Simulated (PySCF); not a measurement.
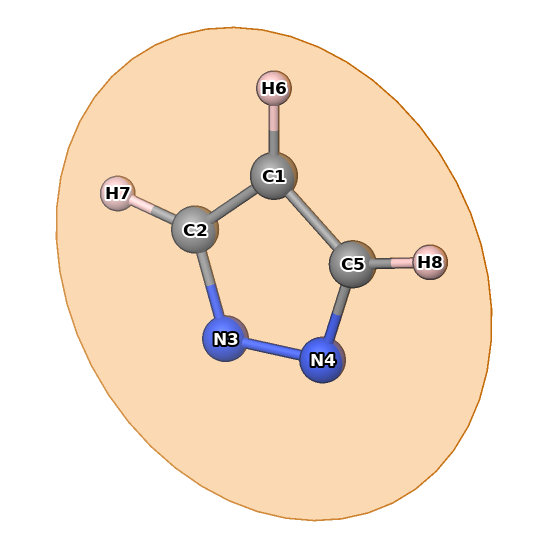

A disc through the centre of mass is drawn in. Distant atoms are faded towards the background colour. The species has charge −1 and is a spin singlet. The computed structure is the end point of a PBE0-D3(BJ)/def2-SVP optimisation. No frequency run is at hand to confirm it as a minimum.

Question: Is the plane of the disc a mirror plane of the structure?

Answer: Yes. The reflection leaves C1, C2, N3, N4, C5, H6, H7, H8 in place. The point group is C2v.
